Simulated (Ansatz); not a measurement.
A series of calculations on TaH$_{3}$OCl$_{2}$F$_{2}$

Part 1: Relaxation

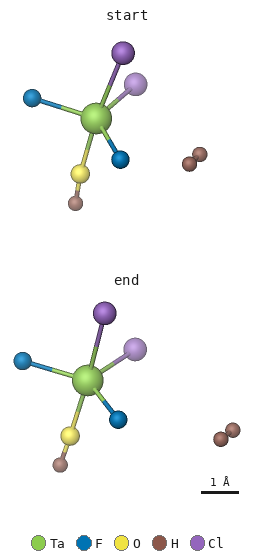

The structure of TaH3OCl2F2 before (top) and after (bottom) a relaxation, at one scale.

The picture is a ball-and-stick view, seen from a free direction.

The run prepares an end point of a later path (reaction) calculation, from a guessed geometry.

These are results of RHF/def2-SVP in Ansatz 0.2.0, not measurements.

The input:
```yaml
crystal:
  periodic: [false, false, false]
  atoms:
    - { symbol: Ta, position_ang: [-0.171623, 0.101339, -0.079761] }
    - { symbol: F, position_ang: [1.717721, 0.228304, -0.241866] }
    - { symbol: O, position_ang: [0.051875, -0.342179, 1.704689] }
    - { symbol: H, position_ang: [0.237432, -0.632736, 2.581617] }
    - { symbol: Cl, position_ang: [-0.212979, 0.579001, -2.394337] }
    - { symbol: F, position_ang: [-1.089741, 1.655048, 0.303621] }
    - { symbol: Cl, position_ang: [-1.598816, -1.703227, -0.406736] }
    - { symbol: H, position_ang: [1.38387, -2.404294, -0.651155] }
    - { symbol: H, position_ang: [1.847661, -1.867155, -0.607171] }
basis:
  gaussian: { orbitals: def2-SVP }
hamiltonian:
  xc: hf
relax:
  f_tol: 0.03
  max_steps: 50
output:
  orbitals: {}
```

Launched with:
```bash
ansatz run input.yaml --threads 2 --pin off --max-ram 3072MiB --backend cpu --events-out ev --progress --plain --runs-dir out
```

What changed between the two?

Answer. Over 12 accepted moves (16 points after the start) the energy falls by 0.199 eV. Largest force component: 1.3 eV/Å at the start, 0.014 eV/Å at the end. The line search rejected the trial steps at points 9, 11, 13, 15 of the run. The forces were under the threshold at step 10, but the run went on from there. The largest move after the best rigid fit is that of H8, 0.95 Å. By element the largest moves are H 0.95 Å, Cl 0.52 Å, O 0.29 Å, F 0.29 Å, Ta 0.25 Å. Among the contacts that change: Ta1–H8 3.004 → 4.198 Å, Ta1–H9 2.869 → 4.005 Å, Ta1–F2 1.901 → 1.861 Å, H8–H9 0.711 → 0.747 Å. Bond angles that change, for instance: F2–Ta1–Cl7 130.6° → 117.8°, F2–Ta1–F6 117.1° → 125.4°, F6–Ta1–Cl7 112.2° → 116.7°. Cost: 36 s on 2 threads of Arm Neoverse V2 (shared host), peak memory 0.3 GiB.

Limits of the set-up: Hartree-Fock leaves out electron correlation.

Part 2: Relaxation

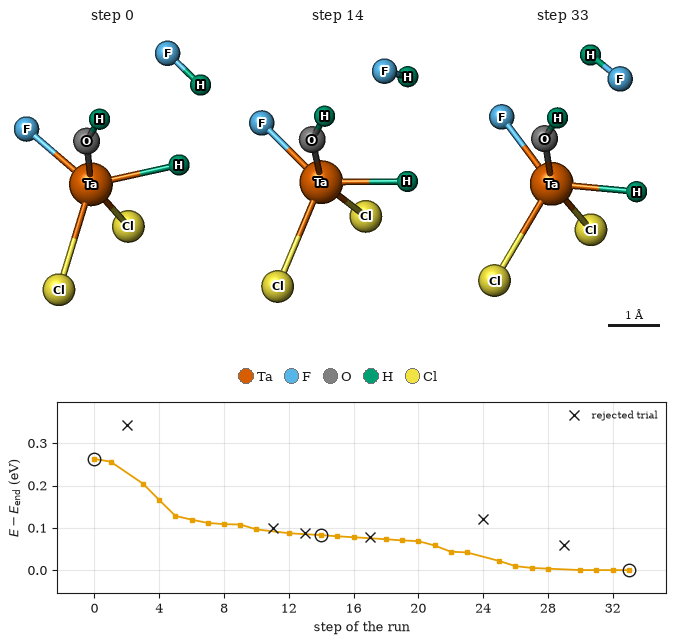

Frames of a relaxation of TaH₃OCl₂F₂, marked on the history of the run. A ball-and-stick model, seen from a free direction.

The run prepares an end point of a later path (reaction) calculation, from a guessed geometry.

Level of theory: RHF/def2-SVP in Ansatz 0.2.0. Set-up: no spin polarisation; force threshold 0.03 eV/Å; at most 50 steps.

What happens along the run?

Answer. An H atom moves most after the best rigid fit: 1.37 Å. Largest moves by element: H 1.37 Å, F 0.57 Å, Cl 0.36 Å, Ta 0.21 Å, O 0.16 Å. Near-neighbour distances that change, for instance: F–Ta 3.128 → 2.555 Å, H–Ta 3.020 → 2.901 Å, H–Ta 1.781 → 1.727 Å, F–Ta 1.859 → 1.904 Å. Bond angles that change, for instance: F–Ta–H 124.6° → 132.9°, Cl–Ta–H 115.8° → 109.3°, Cl–Ta–F 91.9° → 89.9°. Over 27 accepted moves (33 points after the start) the energy falls by 0.263 eV. The largest force component goes from 0.67 to 0.011 eV/Å. The line search rejected the trial steps at points 2, 11, 13, 17, 24, 29 of the run. Cost: 75 s on 2 threads of Arm Neoverse V2, on a shared host, peak memory 0.3 GiB. From step 0 to 14: an H atom moves most (0.75 Å), energy −0.180 eV. From step 14 to 33: an H atom moves most (0.93 Å), energy −0.083 eV.

Limits of the set-up: Hartree-Fock leaves out electron correlation.

Part 3: Path

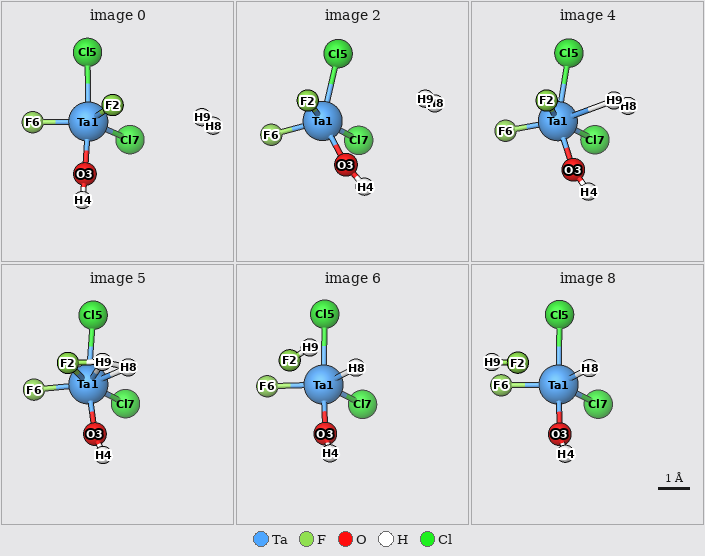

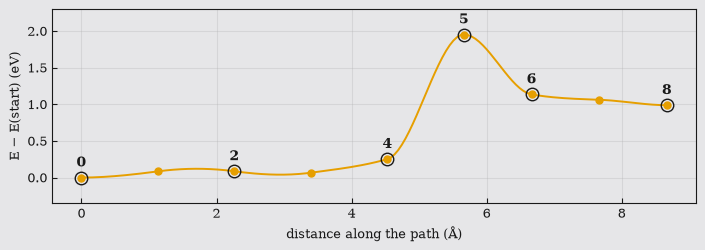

NEB run on TaH3OCl2F2, made up at the start of TaHOCl2F2 and H2. Images are numbered from 0 (start) to 8 (end). The picture is a ball-and-stick view, seen at a tilt.

These are results of Ansatz, RHF/def2-SVP, not measurements. Settings: 7 movable images; climbing image; force threshold 0.03 eV/Å; iteration limit 60; starting path through a guess of the saddle point.

> Read off the barrier and say what moves.

The energy climbs by 1.95 eV to image 5 and then falls by 0.97 eV, so the end point sits at +0.99 eV. The path has more than one stage, and so few images may leave a stage unresolved. Breaking: H8–H9 (0.75 → 1.02 at the top → 3.25 Å), Ta1–F2 (1.86 → 2.14 at the top → 2.55 Å). Forming: F2–H9 (2.98 → 1.14 at the top → 0.91 Å), Ta1–H8 (4.20 → 1.94 at the top → 1.73 Å). The band converged in 38 iterations. The largest component of the band force went from 240 to 0.023 eV/Å. The climbing image converged on the top of the path. Its vibrational analysis gives one imaginary mode (1550i cm⁻¹), as a transition state must have.

Limits of the set-up: the start holds two separate molecules, 3.0 Å apart at their closest, whose relative position is a soft coordinate and is computed without a dispersion correction; Hartree-Fock leaves out electron correlation.
